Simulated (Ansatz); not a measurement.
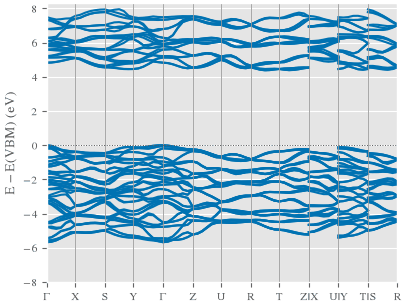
Band structure from the program Ansatz at the PBEsol with spin–orbit coupling level (PAW)

The gap is 4.29 eV; an edge lies off the plotted path or next to a special point (maximum on the Γ–X line, 2 % of the way from Γ, minimum off the standard path).

The material is HfO₂ in space group Pca2_1 (No. 29; Hf on 4a, O on 4a, O on 4a).

The cell was relaxed with PBEsol under the symmetry of its start. The run is not spin-polarised.

Potentials: the later of the program's two PAW sets.
